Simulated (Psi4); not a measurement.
# NO2 (nitrogen dioxide) at UMP2/cc-pwCVTZ (density fitting, density fitting for correlation, sweep point 5)

What is the energy change on altering one bond length of NO2 (nitrogen dioxide) at UMP2/cc-pwCVTZ (density fitting, density fitting for correlation, sweep point 5)? 

The calculation is run with Psi4 1.11.

## 1. The system as given

The species is NO2 (3 atoms), meant as a doublet with charge 0. As SMILES, `[O]N=O`. Geometry: relaxed at GFN2-xTB.

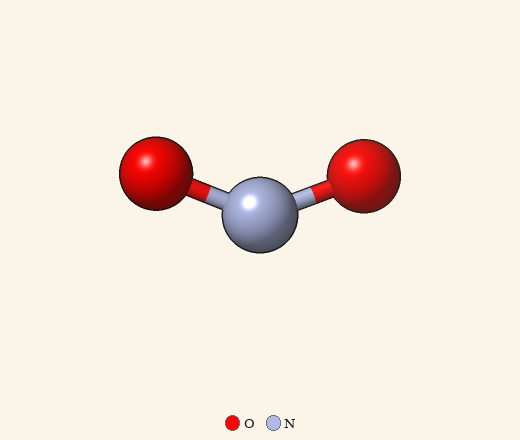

Viewed from a chosen angle; oxygen red, nitrogen light blue.

## 2. A single-point energy at UMP2/cc-pwCVTZ (density fitting, density fitting for correlation, sweep point 5)

The input, job.dat:

```
memory 1600 MB

molecule geom {
  0 2
  O      0.38113886    -2.06433682    -0.00918407
  N     -0.46842531    -0.01585480    -0.25739960
  O      0.08726755     2.08019162     0.26658366
  units au
  symmetry c1
}

set globals {
  reference uhf
  puream true
  scf_type df
  num_frozen_docc 0
  maxiter 150
}

energy('mp2/cc-pwCVTZ')
```

Started as:

```bash
psi4 -i job.dat -o job.out -n 1
```

job.out (excerpt; [...] marks lines left out):

```text
[...]
  Running in c1 symmetry.
[...]
  Nuclear repulsion =   65.567001279351032
[...]
  Multiplicity = 2
[...]
  Nalpha       = 12
  Nbeta        = 11
[...]
    Number of basis functions: 129
[...]
   @DF-UHF iter   1:  -204.01362699393761   -4.55237e-01   4.07628e-03 ADIIS/DIIS
[...]
   @DF-UHF iter  20:  -204.11364877722878   -6.56257e-11   8.60314e-09 DIIS
[...]
   @S^2 Observed:                7.684410925E-01
[...]
    Orbital Energies [Eh]
    ---------------------
    Alpha Occupied:
       1A    -20.682801     2A    -20.682665     3A    -15.873699
       4A     -1.686920     5A     -1.509874     6A     -0.965749
       7A     -0.841131     8A     -0.806674     9A     -0.771853
      10A     -0.600279    11A     -0.529791    12A     -0.488272
    Alpha Virtual:
      13A      0.087667    14A      0.367644    15A      0.429441
      16A      0.521543    17A      0.562242    18A      0.574433
      19A      0.670606    20A      0.696415    21A      0.773609
      22A      0.791476    23A      0.822615    24A      0.845195
      25A      0.849799    26A      1.083894    27A      1.109920
[...]
  @DF-UHF Final Energy:  -204.11364877722878
   => Energetics <=
    Nuclear Repulsion Energy =             65.5670012793510324
    One-Electron Energy =                -409.4778103618560863
    Two-Electron Energy =                 139.7971603052762930
    Total Energy =                       -204.1136487772287751
  UHF NO Occupations:
  HONO-2 :   10  A 1.9970361
  HONO-1 :   11  A 1.9950278
[...]
 Multipole Moments:
 ------------------------------------------------------------------------------------
     Multipole            Electronic (a.u.)      Nuclear  (a.u.)        Total (a.u.)
 ------------------------------------------------------------------------------------
 L = 1.  Multiply by 2.5417464519 to convert [e a0] to [Debye]
 Dipole X            :         -0.2440465            0.0020984           -0.2419481
 Dipole Y            :         -0.0064240            0.0000625           -0.0063615
 Dipole Z            :         -0.0000000           -0.0000000           -0.0000000
 Magnitude           :                                                    0.2420317
[...]
```

It took 1.6 s on 1 thread of AMD EPYC 9R45 (Zen 5), shared host; peak memory 0.26 GiB.

## 3. The distorted shape, same level

The input, no2.dat:

```
memory 1600 mb

molecule mol {
  0 2
  O      0.27001352    -2.48349508    -0.11396749
  N     -0.57955066    -0.43501306    -0.36218302
  O      0.08726755     2.08019162     0.26658366
  units bohr
  symmetry c1
}

set basis cc-pwCVTZ
set reference uhf
set puream true
set scf_type df
set num_frozen_docc 0
set maxiter 150

energy("mp2")
```

Started as:

```bash
psi4 no2.dat no2.out -n 1
```

no2.out (excerpt; [...] marks lines left out):

```text
[...]
  Running in c1 symmetry.
[...]
  Nuclear repulsion =   59.978273804639699
[...]
  Multiplicity = 2
[...]
  Nalpha       = 12
  Nbeta        = 11
[...]
    Number of basis functions: 129
[...]
   @DF-UHF iter   1:  -203.89047703430396   -8.95685e-01   4.76253e-03 DIIS/ADIIS
[...]
   @DF-UHF iter  35:  -204.06281986707529   -3.92504e-11   7.66361e-09 DIIS
[...]
   @S^2 Observed:                9.653146377E-01
[...]
    Orbital Energies [Eh]
    ---------------------
    Alpha Occupied:
       1A    -20.716379     2A    -20.685046     3A    -15.848482
       4A     -1.630598     5A     -1.413615     6A     -0.978680
       7A     -0.790891     8A     -0.783764     9A     -0.718374
      10A     -0.607137    11A     -0.547013    12A     -0.491638
    Alpha Virtual:
      13A      0.065050    14A      0.242104    15A      0.404684
      16A      0.539614    17A      0.559916    18A      0.573015
      19A      0.648691    20A      0.719784    21A      0.764082
      22A      0.784794    23A      0.788492    24A      0.836665
      25A      0.847543    26A      1.086989    27A      1.109334
[...]
  @DF-UHF Final Energy:  -204.06281986707529
   => Energetics <=
    Nuclear Repulsion Energy =             59.9782738046396986
    One-Electron Energy =                -398.6241627728388721
    Two-Electron Energy =                 134.5830691011238969
    Total Energy =                       -204.0628198670752909
  UHF NO Occupations:
  HONO-2 :   10  A 1.9745433
  HONO-1 :   11  A 1.9188168
[...]
 Multipole Moments:
 ------------------------------------------------------------------------------------
     Multipole            Electronic (a.u.)      Nuclear  (a.u.)        Total (a.u.)
 ------------------------------------------------------------------------------------
 L = 1.  Multiply by 2.5417464519 to convert [e a0] to [Debye]
 Dipole X            :         -0.0486104            0.0022917           -0.0463187
 Dipole Y            :         -0.3470099            0.0006134           -0.3463966
 Dipole Z            :          0.0000000           -0.0000000            0.0000000
 Magnitude           :                                                    0.3494796
[...]
```

It took 1.9 s on 1 thread of AMD EPYC 9R45 (Zen 5), shared host; peak memory 0.25 GiB.

## 4. Summary of results

Level: UMP2/cc-pwCVTZ (density fitting, density fitting for correlation, sweep point 5).

```
                                                                   quantity          value
                                                  first shape: total energy  -204.94285 Eh
    first shape: HOMO energy (Hartree–Fock orbitals) (highest over α and β)      -13.29 eV
     first shape: LUMO energy (Hartree–Fock orbitals) (lowest over α and β)        1.54 eV
                                            first shape: correlation energy     -829.2 mEh
                             first shape: ⟨S²⟩ of the reference determinant          0.768
                                              distorted shape: total energy  -204.86907 Eh
distorted shape: HOMO energy (Hartree–Fock orbitals) (highest over α and β)      -12.76 eV
 distorted shape: LUMO energy (Hartree–Fock orbitals) (lowest over α and β)        1.43 eV
                                        distorted shape: correlation energy     -806.3 mEh
                         distorted shape: ⟨S²⟩ of the reference determinant          0.965
          energy change with the N2–O3 bond stretched from 1.181 to 1.417 Å       2.007 eV
```

In words: With the N2–O3 bond stretched from 1.181 to 1.417 Å the energy rises by 2.01 eV (46 kcal/mol). The first shape isn't relaxed at this level, so the change isn't measured from a minimum. ⟨S²⟩ (distorted shape) is 0.97 where a pure doublet has 0.75: the reference is spin-contaminated.
